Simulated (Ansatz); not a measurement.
A series of calculations on BHClF₂

## 1. Relaxation

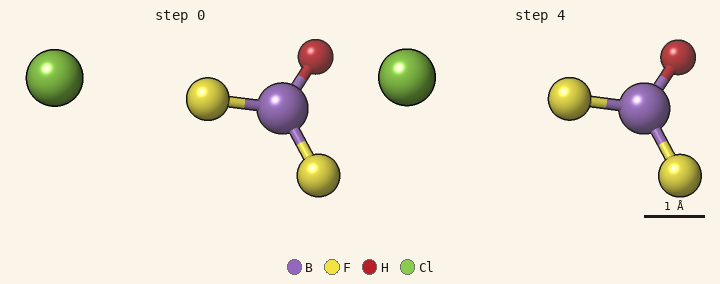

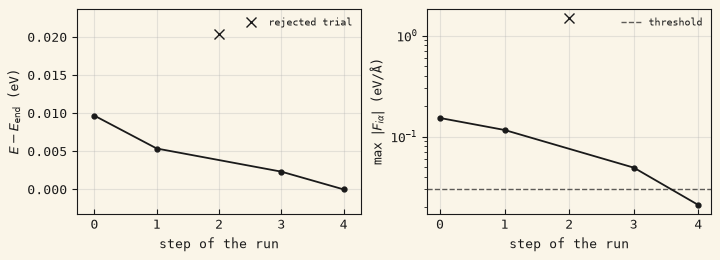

First and last geometry of a relaxation of BHClF$_{2}$ (multiplicity 2), with the history of the run. The picture is a ball-and-stick view, seen at a tilt.

The run prepares an end point of a later path (reaction) calculation, from a guessed geometry.

Level of theory: Ansatz 0.2.0, UKS PBE0-D4/def2-SVP. Set-up: collinear spin; force threshold 0.03 eV/Å; at most 50 steps.

**Read the history and describe the run.**

It converged. Over 3 accepted moves (4 points after the start) the energy falls by 0.010 eV. The largest force component goes from 0.15 to 0.021 eV/Å. The line search rejected the trial step at point 2 of the run. The largest move after the best rigid fit is that of the Cl atom, 0.14 Å. Largest moves by element: Cl 0.14 Å, H 0.04 Å, F 0.03 Å, B 0.03 Å. The run took 21 s on 1 thread of Intel(R) Xeon(R) 6975P-C (Granite Rapids) (shared host), peak memory 0.17 GiB.

Limits of the set-up: the start holds two separate molecules, 2.7 Å apart at their closest, whose relative position is a soft coordinate.

## 2. Relaxation

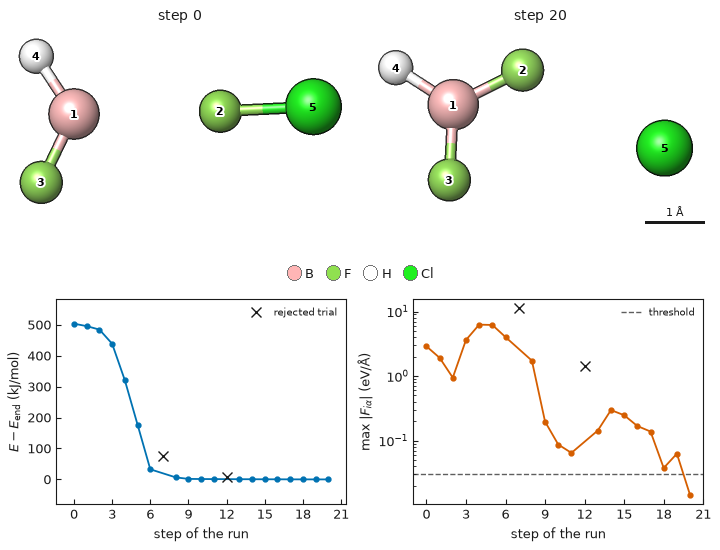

First and last geometry of a relaxation of BHClF$_{2}$ (multiplicity 2), with the history of the run. The picture is a ball-and-stick view, seen at a tilt.

The run prepares an end point of a later path (reaction) calculation, from a guessed geometry.

All numbers below come from UKS PBE0-D4/def2-SVP in Ansatz 0.2.0.

Input
```yaml
crystal:
  periodic: [false, false, false]
  atoms:
    - { symbol: B, position_ang: [-0.020654, 0.0, -0.348252] }
    - { symbol: F, position_ang: [0.026712, 0.0, 2.171061] }
    - { symbol: F, position_ang: [1.148302, 0.0, -0.913328] }
    - { symbol: H, position_ang: [-1.051472, 0.0, -0.99532] }
    - { symbol: Cl, position_ang: [0.009712, 0.0, 3.770839] }
magnetization:
  spin_polarized: true
  initial_magnetization: 1
basis:
  gaussian: { orbitals: def2-SVP }
hamiltonian:
  xc: pbe0
  dispersion: d4
relax:
  f_tol: 0.03
  max_steps: 50
```

Launched with:
```bash
ansatz run input.yaml --threads 1 --pin off --max-ram 2048MiB --backend cpu --events-out ev --progress --plain --runs-dir out
```

> Did the run converge, and what did it change?

It converged. After 18 accepted moves (20 points after the start) the energy has fallen by 503.8 kJ/mol. The largest force component goes from 2.9 to 0.014 eV/Å. The line search rejected the trial steps at points 7, 12 of the run. The largest move after the best rigid fit is that of F2, 1.25 Å. By element the largest moves are F 1.25 Å, Cl 0.73 Å, B 0.36 Å, H 0.20 Å. Near-neighbour distances that change, for instance: F2–Cl5 1.600 → 2.841 Å, B1–F2 2.520 → 1.317 Å, B1–H4 1.217 → 1.202 Å, B1–F3 1.298 → 1.310 Å. New bonds form, among them: B1–F2 (2.52 → 1.32 Å). Bonds break, among them: F2–Cl5 (1.60 → 2.84 Å). Cost: 62 s on 1 thread of Intel(R) Xeon(R) 6975P-C (Granite Rapids) (shared host), peak memory 0.18 GiB.

| step | E − E(0), kJ/mol | largest force component, eV/Å | note |
| --- | --- | --- | --- |
| 0 | 0.00 | 2.8917 |  |
| 1 | -8.01 | 1.9198 |  |
| 2 | -19.13 | 0.9454 |  |
| 3 | -64.90 | 3.6187 |  |
| 4 | -183.18 | 6.2605 |  |
| 5 | -326.84 | 6.1910 |  |
| 6 | -471.07 | 4.0202 |  |
| 7 | -429.28 | 11.2975 | rejected |
| 8 | -497.21 | 1.7349 |  |
| 9 | -502.12 | 0.1967 |  |
| 10 | -502.51 | 0.0870 |  |
| 11 | -502.76 | 0.0645 |  |
| 12 | -494.92 | 1.4564 | rejected |
| 13 | -503.10 | 0.1433 |  |
| 14 | -503.21 | 0.2973 |  |
| 15 | -503.36 | 0.2473 |  |
| 16 | -503.42 | 0.1683 |  |
| 17 | -503.60 | 0.1383 |  |
| 18 | -503.67 | 0.0377 |  |
| 19 | -503.74 | 0.0627 |  |
| 20 | -503.77 | 0.0144 |  |

Limits of the set-up: the start holds two separate molecules, 2.5 Å apart at their closest, whose relative position is a soft coordinate.

## 3. Path

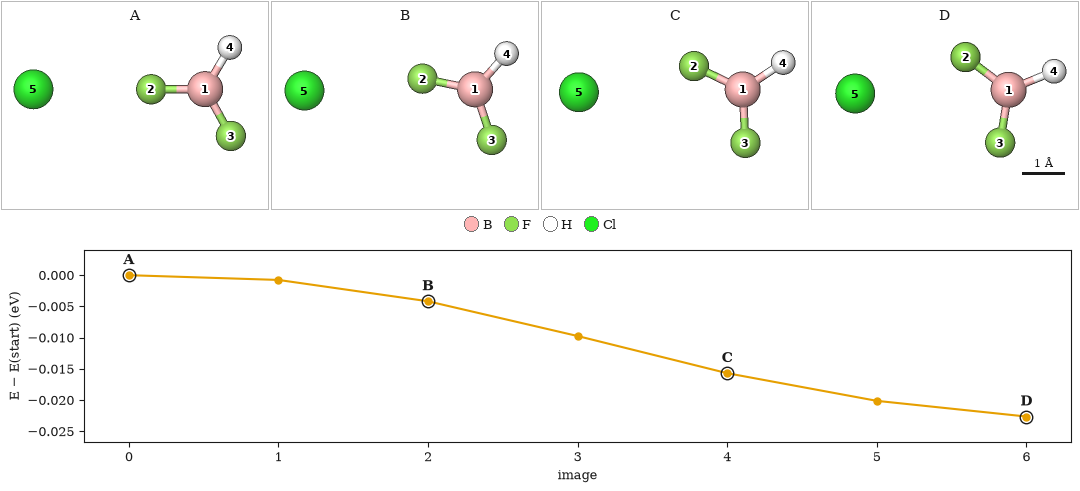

A nudged-elastic-band calculation for BHClF2 (multiplicity 2), made up at the start of BHF2 and Cl. Images are numbered from 0 (start) to 6 (end). Frames A to D are images 0, 2, 4, 6. The picture is a ball-and-stick view, seen at a tilt.

All numbers below come from UKS PBE0-D4/def2-SVP in Ansatz 0.2.0.

Input
```yaml
crystal:
  periodic: [false, false, false]
  atoms:
    - { symbol: B, position_ang: [-0.00738, 0.0, -0.118294] }
    - { symbol: F, position_ang: [0.000804, 0.0, 1.198069] }
    - { symbol: F, position_ang: [1.149124, 0.0, -0.735568] }
    - { symbol: H, position_ang: [-1.04188, 0.0, -0.72944] }
    - { symbol: Cl, position_ang: [0.011932, 0.0, 4.070233] }
magnetization:
  spin_polarized: true
  initial_magnetization: 1
basis:
  gaussian: { orbitals: def2-SVP }
hamiltonian:
  xc: pbe0
  dispersion: d4
neb:
  order_check: false
  images: 5
  f_tol: 0.05
  max_iterations: 60
  final_atoms:
    - { symbol: B, position_ang: [-0.12906872, -1.89e-06, -0.02678038] }
    - { symbol: F, position_ang: [-0.74986805, -3.301e-05, 1.13516313] }
    - { symbol: F, position_ang: [1.1806415, 1.01e-05, -0.0236482] }
    - { symbol: H, position_ang: [-0.75724446, 1.129e-05, -1.05170163] }
    - { symbol: Cl, position_ang: [0.56813973, 1.351e-05, 3.65196709] }
  initial_path:
    images:
      - { positions_ang: [[-0.00738, 0.0, -0.118294], [0.000804, 0.0, 1.198069], [1.149124, 0.0, -0.735568], [-1.04188, 0.0, -0.72944], [0.011932, 0.0, 4.070233]] }
      - { positions_ang: [[-0.00480024, 0.0, -0.0788663], [0.00040065, 0.0, 1.32204231], [1.14734296, 0.0, -0.71019653], [-1.03787019, 0.0, -0.68479772], [0.00752683, 0.0, 3.83681824]] }
      - { positions_ang: [[-0.00222049, 0.0, -0.03943859], [-2.71e-06, 0.0, 1.44601562], [1.14556191, 0.0, -0.68482505], [-1.03386037, 0.0, -0.64015544], [0.00312165, 0.0, 3.60340347]] }
      - { positions_ang: [[0.00035927, 0.0, -1.089e-05], [-0.00040606, 0.0, 1.56998892], [1.14378087, 0.0, -0.65945358], [-1.02985056, 0.0, -0.59551316], [-0.00128352, 0.0, 3.36998871]] }
      - { positions_ang: [[-0.04278339, -6.3e-07, -0.00893405], [-0.25022673, -1.1e-05, 1.42504699], [1.15606775, 3.37e-06, -0.44751845], [-0.93898186, 3.76e-06, -0.74757599], [0.18852423, 4.5e-06, 3.4639815]] }
      - { positions_ang: [[-0.08592606, -1.26e-06, -0.01785722], [-0.50004739, -2.201e-05, 1.28010506], [1.16835462, 6.74e-06, -0.23558333], [-0.84811316, 7.52e-06, -0.89963881], [0.37833198, 9.01e-06, 3.55797429]] }
      - { positions_ang: [[-0.12906872, -1.89e-06, -0.02678038], [-0.74986805, -3.301e-05, 1.13516313], [1.1806415, 1.01e-05, -0.0236482], [-0.75724446, 1.129e-05, -1.05170163], [0.56813973, 1.351e-05, 3.65196709]] }
```

Command:
```bash
ansatz run input.yaml --threads 1 --pin off --max-ram 2048MiB --backend cpu --events-out ev --progress --plain --runs-dir out
```

Q: Read off the barrier and say what moves.

A: No barrier shows: the energy is highest at the start, and the end lies 0.023 eV below the start. No bond forms or breaks between the ends. The band converged in 18 iterations. The largest component of the band force went from 11 to 0.044 eV/Å.

Limits of the set-up: the start holds two separate molecules, 2.9 Å apart at their closest, whose relative position is a soft coordinate.

Cost: 4.5 min on 1 thread of Intel(R) Xeon(R) 6975P-C (Granite Rapids), with other jobs on the host, peak memory 0.18 GiB.
